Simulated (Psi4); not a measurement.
# AlNH3 (SMILES [NH2][AlH]): UMN15/6-311++G(2d,2p) (sweep point 8)

What is the vertical ionisation energy of AlNH3 at UMN15/6-311++G(2d,2p) (sweep point 8)? The job is set up through a Python script.

The calculation is run with Psi4 1.11.

### 1 The molecule

AlNH3: 5 atoms, total charge 0, spin state doublet. SMILES: `[NH2][AlH]`. Geometry: relaxed at PBE0-D4/def2-TZVP. This is one conformer, not always the lowest.

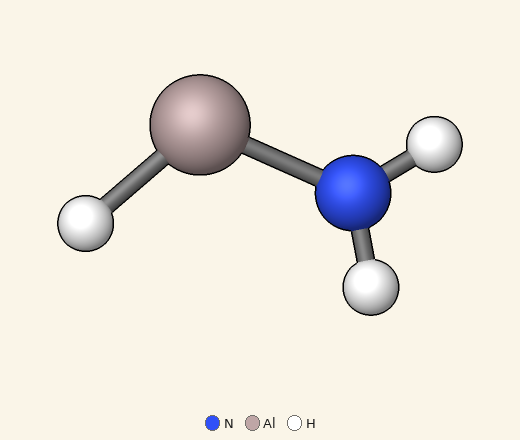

Viewed from a chosen angle; nitrogen blue, aluminium light grey, hydrogen white.

### 2 The energy at UMN15/6-311++G(2d,2p) (sweep point 8)

run.py

```python
import psi4

psi4.set_memory('1600 MB')
psi4.set_num_threads(1)
psi4.core.set_output_file('alh3n.out', False)

mol = psi4.geometry("""
0 2
N     -0.116600    -0.660800     0.175100
Al     0.836600     0.833900     0.120800
H      0.148500    -1.505300     0.655500
H     -1.010300    -0.782800    -0.277400
H      0.191800     2.041400    -0.715400
symmetry c1
""")

psi4.set_options({
    'basis': '6-311++G(2d,2p)',
    'reference': 'uks',
    'puream': True,
    'scf_type': 'pk',
    'dft_radial_points': 99,
    'dft_spherical_points': 590,
    'maxiter': 100,
})

e, wfn = psi4.energy('mn15', return_wfn=True)
print(f'mn15 energy: {e:.10f} Eh')
```

On the command line:

```
$ python run.py
```

alh3n.out:

```text
[...]
  Running in c1 symmetry.
[...]
  Nuclear repulsion =   46.235092034097001
[...]
  Multiplicity = 2
[...]
  Nalpha       = 12
  Nbeta        = 11
[...]
    Number of basis functions: 92
[...]
   @UKS iter   1:  -298.47571895901751   -3.05052e-01   1.01651e-02 DIIS/ADIIS
[...]
   @UKS iter   9:  -298.83192714456214   -5.04289e-08   5.63899e-07 DIIS
[...]
   @S^2 Observed:                7.518108327E-01
[...]
    Orbital Energies [Eh]
    ---------------------
    Alpha Occupied:
       1A    -55.216192     2A    -14.058552     3A     -4.041741
       4A     -2.727891     5A     -2.725185     6A     -2.719936
       7A     -0.871371     8A     -0.519844     9A     -0.477431
      10A     -0.369207    11A     -0.309450    12A     -0.206602
    Alpha Virtual:
      13A     -0.025891    14A      0.021914    15A      0.049853
      16A      0.061682    17A      0.073264    18A      0.080689
      19A      0.083011    20A      0.093695    21A      0.127104
      22A      0.156799    23A      0.183950    24A      0.184566
      25A      0.203365    26A      0.212165    27A      0.223633
[...]
  @UKS Final Energy:  -298.83192714456214
   => Energetics <=
    Nuclear Repulsion Energy =             46.2350920340970006
    One-Electron Energy =                -505.3618078267815008
    Two-Electron Energy =                 175.4893774236495290
    DFT Exchange-Correlation Energy =     -15.1945887755272242
    Empirical Dispersion Energy =           0.0000000000000000
    VV10 Nonlocal Energy =                  0.0000000000000000
    Total Energy =                       -298.8319271445622007
[...]
 Multipole Moments:
 ------------------------------------------------------------------------------------
     Multipole            Electronic (a.u.)      Nuclear  (a.u.)        Total (a.u.)
 ------------------------------------------------------------------------------------
 L = 1.  Multiply by 2.5417464519 to convert [e a0] to [Debye]
 Dipole X            :          2.2451580           -2.2703034           -0.0251454
 Dipole Y            :          1.1452735           -1.5586141           -0.4133406
 Dipole Z            :          0.8068592           -0.6584655            0.1483937
 Magnitude           :                                                    0.4398903
[...]
```

The script printed:

```text
mn15 energy: -298.8319271446 Eh
```

Run time: 39 s. Hardware: 1 thread of Intel Xeon Platinum 8259CL at 2.50GHz (Skylake/Cascade Lake), shared host; peak memory 0.89 GiB.

### 3 The singlet cation, same level

alh3n.py

```python
import psi4

psi4.set_memory(1600000000)
psi4.set_num_threads(1)
psi4.set_output_file('alh3n.out', False)

m = psi4.geometry("""
1 1
N     -0.116600    -0.660800     0.175100
Al     0.836600     0.833900     0.120800
H      0.148500    -1.505300     0.655500
H     -1.010300    -0.782800    -0.277400
H      0.191800     2.041400    -0.715400
units angstrom
symmetry c1
""")

psi4.set_options({
    'basis': '6-311++G(2d,2p)',
    'reference': 'rks',
    'puream': True,
    'scf_type': 'pk',
    'dft_radial_points': 99,
    'dft_spherical_points': 590,
})

e, wfn = psi4.energy("mn15", return_wfn=True)
print(f'mn15 energy: {e:.10f} Eh')
```

On the command line:

```
$ python alh3n.py
```

alh3n.out:

```text
[...]
  Running in c1 symmetry.
[...]
  Nuclear repulsion =   46.235092034097001
[...]
  Multiplicity = 1
[...]
  Nalpha       = 11
  Nbeta        = 11
[...]
    Number of basis functions: 92
[...]
   @RKS iter   1:  -298.21444923652729   -4.37828e-02   9.72720e-03 ADIIS/DIIS
[...]
   @RKS iter   9:  -298.54895317489274   -1.16778e-07   5.09055e-07 DIIS
[...]
    Orbital Energies [Eh]
    ---------------------
    Doubly Occupied:
       1A    -55.534161     2A    -14.280268     3A     -4.354758
       4A     -3.039795     5A     -3.039032     6A     -3.030286
       7A     -1.085040     8A     -0.729245     9A     -0.705120
      10A     -0.605562    11A     -0.524376
[...]
  @RKS Final Energy:  -298.54895317489274
   => Energetics <=
    Nuclear Repulsion Energy =             46.2350920340970006
    One-Electron Energy =                -499.3037560604546456
    Two-Electron Energy =                 169.5658327539636332
    DFT Exchange-Correlation Energy =     -15.0461219024988022
    Empirical Dispersion Energy =           0.0000000000000000
    VV10 Nonlocal Energy =                  0.0000000000000000
    Total Energy =                       -298.5489531748928016
[...]
 Multipole Moments:
 ------------------------------------------------------------------------------------
     Multipole            Electronic (a.u.)      Nuclear  (a.u.)        Total (a.u.)
 ------------------------------------------------------------------------------------
 L = 1.  Multiply by 2.5417464519 to convert [e a0] to [Debye]
 Dipole X            :          3.3141686           -2.2703034            1.0438652
 Dipole Y            :          2.0701458           -1.5586141            0.5115317
 Dipole Z            :          1.0415857           -0.6584655            0.3831202
 Magnitude           :                                                    1.2239691
[...]
```

Standard output:

```text
mn15 energy: -298.5489531749 Eh
```

Run time: 26 s. Hardware: 1 thread of Intel Xeon Platinum 8259CL at 2.50GHz (Skylake/Cascade Lake), shared host; peak memory 0.89 GiB.

### 4 Outcome

At UMN15/6-311++G(2d,2p) (sweep point 8):

| quantity | value |
| --- | --- |
| doublet AlNH3: total energy | -298.83193 Eh |
| doublet AlNH3: dipole moment | 1.12 D |
| doublet AlNH3: HOMO energy (highest over α and β) | -5.62 eV |
| doublet AlNH3: LUMO energy (lowest over α and β) | -1.57 eV |
| doublet AlNH3: ⟨S²⟩ | 0.752 |
| singlet cation: total energy | -298.54895 Eh |
| singlet cation: HOMO energy | -14.27 eV |
| singlet cation: LUMO energy | -9.44 eV |
| singlet cation: HOMO–LUMO gap | 4.83 eV |
| vertical ionisation energy (to the singlet cation) | 7.700 eV |

**Reading.** Removing an electron at fixed nuclei costs 7.70 eV (743 kJ/mol). Only the singlet of the ionised species was computed; a triplet could lie lower.
